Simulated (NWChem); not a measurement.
**C2H3Si (SMILES C#C[SiH2]): UB3LYP/cc-pVDZ (density fitting with weigend coulomb fitting)**

What is the vertical ionisation energy of C2H3Si at UB3LYP/cc-pVDZ (density fitting with weigend coulomb fitting)? 

Program for the calculation: NWChem 7.3.0.

## 1. The structure to begin with

The species is C2H3Si (6 atoms), meant as a doublet with charge 0. SMILES: `C#C[SiH2]`. The coordinates come from a PBE0-D4/def2-TZVP relaxation.

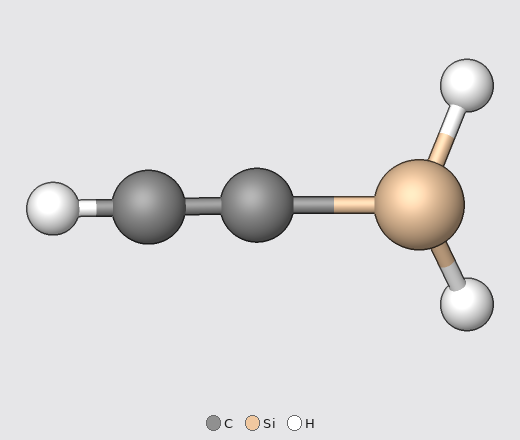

Viewed from a chosen angle; carbon grey, silicon light orange, hydrogen white.

## 2. A single-point energy at UB3LYP/cc-pVDZ (density fitting with weigend coulomb fitting)

Input file c2h3si.nw:

```
start c2h3si
title "C2H3Si energy"
memory stack 880 mb heap 220 mb global 1100 mb
charge 0
geometry units angstroms noautosym nocenter noautoz
 C     1.019700   -1.302300    0.535000
 C     0.376000   -0.354500    0.145700
 Si   -0.444500    1.136900   -0.449500
 H     1.575400   -2.144400    0.879400
 H    -1.137600    0.894600   -1.738800
 H    -1.346900    1.705600    0.581800
end
basis spherical bse
 * library cc-pVDZ
end
basis "cd basis" spherical
 * library "weigend coulomb fitting"
end
dft
 xc b3lyp
 mult 2
 grid fine
 convergence energy 1e-08
 maxiter 100
 mulliken
 print low
end
task dft energy
```

On the command line:

```sh
$ nwchem c2h3si.nw > c2h3si.out
```

The log of the run:

```text
[...]
 d= 0,ls=0.0,diis     1   -367.3701164505 -4.43D+02  6.40D-03  6.95D-02     3.4
[...]
 d= 0,ls=0.0,diis    12   -367.4107035998 -8.26D-09  1.54D-06  1.76D-09    19.8
[...]
         Total DFT energy =     -367.410703599791
      One electron energy =     -655.075081381229
           Coulomb energy =      244.714229876295
    Exchange-Corr. energy =      -32.812418530206
 Nuclear repulsion energy =       75.762566435349
[...]
      Total Density - Mulliken Population Analysis
     ---------------------------------------------
    Atom       Charge   Shell Charges
 -----------   ------   -------------------------------------------------------
    1 C    6     6.07   2.01  0.67  0.70  2.00  0.66  0.03
    2 C    6     5.99   2.01  0.69  0.66  2.02  0.58  0.03
    3 Si  14    13.84   2.00  2.03  0.81  0.48  6.01  1.48  0.84  0.18
    4 H    1     1.01   0.74  0.24  0.03
    5 H    1     1.05   0.72  0.32  0.01
    6 H    1     1.05   0.72  0.32  0.01
[...]
      <S2> =      0.7558 (Exact =     0.7500)
[...]
```

Wall time 21 s (1 thread of Intel Xeon Platinum 8488C (Sapphire Rapids), shared host); peak memory 0.12 GiB.

## 3. The singlet cation at the same level

Input file c2h3si.nw:

```
start c2h3si
title "C2H3Si energy"
memory 2200 mb
charge 1
geometry units angstroms noautosym nocenter noautoz
  C        1.019700      -1.302300       0.535000
  C        0.376000      -0.354500       0.145700
  Si      -0.444500       1.136900      -0.449500
  H        1.575400      -2.144400       0.879400
  H       -1.137600       0.894600      -1.738800
  H       -1.346900       1.705600       0.581800
end
basis spherical bse
  * library cc-pVDZ
end
basis "cd basis" spherical
  * library "weigend coulomb fitting"
end
dft
  xc b3lyp
  grid fine
  convergence energy 1e-08
  iterations 100
  mulliken
  print low
end
task dft energy
```

On the command line:

```sh
$ nwchem c2h3si.nw > c2h3si.out
```

The log of the run:

```text
[...]
 d= 0,ls=0.0,diis     1   -367.0108879197 -4.43D+02  2.30D-02  8.73D-01     3.2
[...]
 d= 0,ls=0.0,diis    10   -367.1071574427 -8.63D-09  1.07D-06  1.11D-08    14.6
         Total DFT energy =     -367.107157442710
      One electron energy =     -647.669938125693
           Coulomb energy =      237.305777490809
    Exchange-Corr. energy =      -32.505563243175
 Nuclear repulsion energy =       75.762566435349
[...]
      Total Density - Mulliken Population Analysis
     ---------------------------------------------
    Atom       Charge   Shell Charges
 -----------   ------   -------------------------------------------------------
    1 C    6     5.87   2.01  0.70  0.71  1.93  0.48  0.03
    2 C    6     5.99   2.01  0.69  0.62  2.04  0.61  0.02
    3 Si  14    13.39   2.00  2.03  0.90  0.39  6.01  1.36  0.51  0.19
    4 H    1     0.92   0.71  0.17  0.03
    5 H    1     0.91   0.69  0.20  0.01
    6 H    1     0.91   0.69  0.20  0.01
[...]
```

Wall time 16 s (1 thread of Intel Xeon Platinum 8488C (Sapphire Rapids), shared host); peak memory 0.12 GiB.

## 4. Results

At UB3LYP/cc-pVDZ (density fitting with weigend coulomb fitting):

```
                                          quantity          value
                      doublet C2H3Si: total energy  -367.41070 Eh
                              doublet C2H3Si: ⟨S²⟩          0.756
                      singlet cation: total energy  -367.10716 Eh
vertical ionisation energy (to the singlet cation)       8.260 eV
```

**Reading.** Removing an electron at fixed nuclei costs 8.26 eV (190 kcal/mol). Only the singlet of the ionised species was computed; a triplet could lie lower. Mulliken charges (singlet cation) run from +0.01 on C2 to +0.61 on Si3; they depend strongly on the basis.
